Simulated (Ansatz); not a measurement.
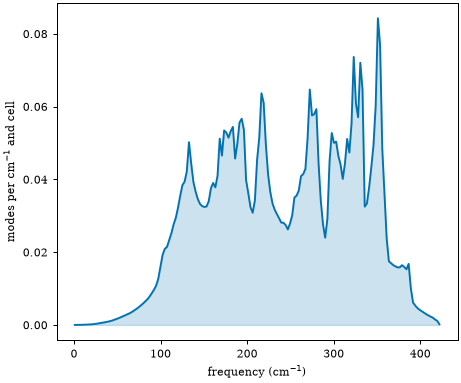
Fig. 1. Phonon density of states of AlP (NiAs type, P6_3/mmc), 4 atoms a cell, PBE in the plane-wave PAW code Ansatz

Question: Estimate the mean frequency and the zero-point energy.

Answer: The mean is about 240 cm⁻¹, and (3/2)ħ⟨ω⟩ gives 45.2 meV/atom.

Question: What share of the Dulong–Petit heat capacity is reached at 100 K and at 300 K?

Answer: 43 % and 89 %.

A made-up cell: these elements were put on the sites of a structure type; neither database checked (COD, Materials Project) lists it. It is not the phase usual at ambient conditions (space group No. 216). Symmetry was held in the PBE relaxation; phonons on a q-mesh show no instability. As this level gives no gap, phonon frequencies hold no LO–TO term and depend on the k-mesh and smearing (Fermi–Dirac, 0.1 eV here).

Potentials: the later of the program's two PAW sets.
